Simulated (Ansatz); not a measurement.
# Sn5Se2S3: what the fields show

The calculation's input:

```
crystal:
  lattice:
    - [2.0983920543, 1.2115072174, 17.123874044]
    - [-2.0983920543, 1.2115072174, 17.123874044]
    - [0.0, -2.4230144348, 17.123874044]
  atoms:
    - { symbol: Sn, position: [0.0967797163, 0.0967797163, 0.0967797163] }
    - { symbol: Sn, position: [0.698942702, 0.698942702, 0.698942702] }
    - { symbol: Sn, position: [0.301057298, 0.301057298, 0.301057298] }
    - { symbol: Sn, position: [0.9032202837, 0.9032202837, 0.9032202837] }
    - { symbol: Sn, position: [0.5, 0.5, 0.5] }
    - { symbol: Se, position: [0.2015859391, 0.2015859391, 0.2015859391] }
    - { symbol: Se, position: [0.7984140609, 0.7984140609, 0.7984140609] }
    - { symbol: S, position: [0.3979429982, 0.3979429982, 0.3979429982] }
    - { symbol: S, position: [0.0, 0.0, 0.0] }
    - { symbol: S, position: [0.6020570018, 0.6020570018, 0.6020570018] }
basis:
  ecutwfc: 420
kpoints:
  mp_grid: { grid: [12, 12, 12] }
  band_path:
    path:
      - [[0.0, 0.0, 0.0], [0.5, 0.5, 0.5], [0.82999633, 0.17000367, 0.5]]
      - [[0.5, -0.17000367, 0.17000367], [0.5, 0.0, 0.0], [0.0, 0.0, 0.0], [0.33500184, -0.33500184, 0.0]]
      - [[0.66499816, 0.0, 0.33500184], [0.5, 0.0, 0.5], [0.0, 0.0, 0.0]]
    npoints: 14
hamiltonian:
  xc: pbe
scf:
  occupations: { method: gaussian, width: 0.01 }
  n_extra_bands: 25
output:
  forces: true
  stress: true
  eigenvalues: true
  populations: true
  dos: { projected: true, de: 0.02, nscf_kmesh: { grid: [15, 15, 15] } }
  bader: true
  write_density: true
  write_potential: true
  elf: true
  volumetric_format: npy
```

Run with:

```sh
ansatz run input.yaml --threads 4 --pin off --max-ram 8192MiB --backend cpu --events-out ev --progress --plain --runs-dir out
```

Below, planes, directions and counts refer to the conventional cell (a = 4.20 Å, b = 4.20 Å, c = 51.37 Å, α = 90.00°, β = 90.00°, γ = 120.00°).

Space group R-3m; a structure generated by program, which may or may not match a known phase.

Theory: DFT PBE, scalar-relativistic, plane waves, PAW in Ansatz.

In a PAW calculation such maps are meaningful between the atoms, not at the nuclei.

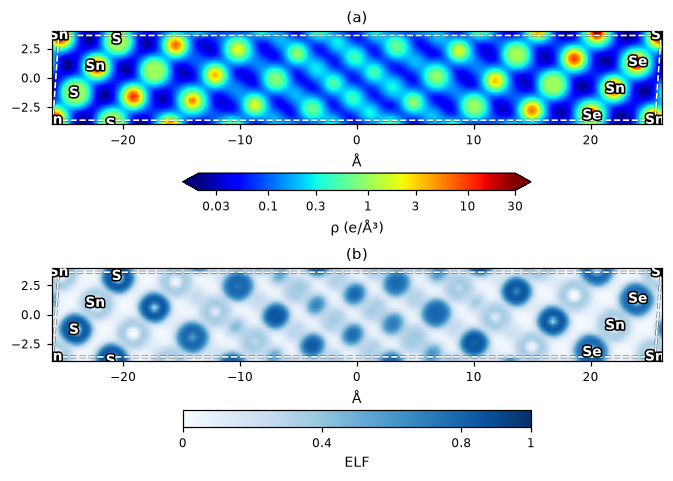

Figure 1. (a) valence electron density; (b) electron localisation function on the (111) plane of the conventional cell.

Question: Read the bonding off the picture.

Answer:
- The section cuts through Sn, Se and S sites.
- Atoms just off the plane (Sn, 0.3 Å away, Se, 0.5 Å away and S, 0.3 Å away) can leave unmarked features too.
- Sn–S (2.93 Å): ρ at the midpoint is about 0.23 e/Å³; the ELF peaks at about 0.85 in the valence shell of S, 0.8 Å from its nucleus, and drops to about 0.30 between the two atoms.
- Sn–Se (3.02 Å): ρ is about 0.22 e/Å³ halfway; the ELF is about 0.40 at the midpoint.
- Between the atoms the lowest density in this plane is 0.02 e/Å³.

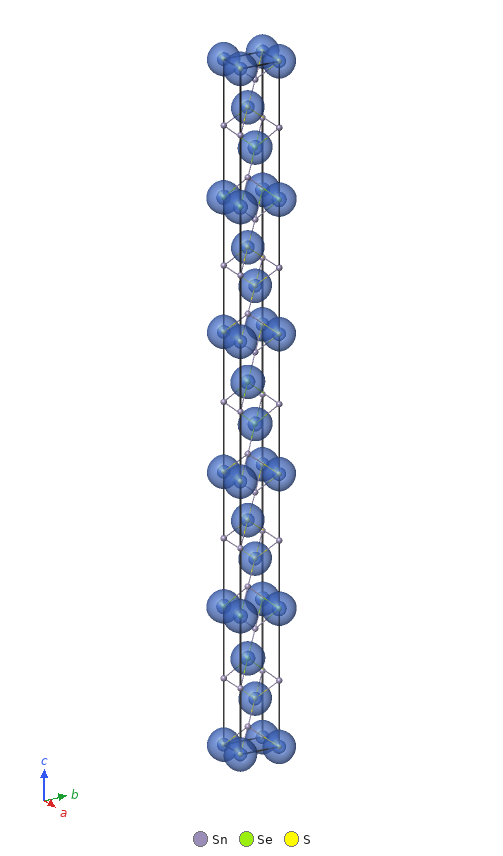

Figure 2. Isosurface of the ELF at 0.65 (blue), seen slightly off an axis. Only the valence region is drawn (cores and ρ < 0.01 e/Å³ removed). Sticks mark near contacts.

Question: Describe the localisation domains.

Answer: The surface consists of nine regions wrapped around S (the valence shell of each) and six regions wrapped around Se (the valence shell of each), counted in one cell of 30 atoms. Any copies at cell faces, edges or corners count once. Profiles from the grid: Sn–Se (3.01 Å): the ELF is about 0.40 at the midpoint.

Question: Which way does charge flow, and how much by Bader's partition?

Answer: Electrons move from Sn towards Se and S. Bader charges: Sn +0.87 to +1.01, Se −0.87 and S −1.01 e.
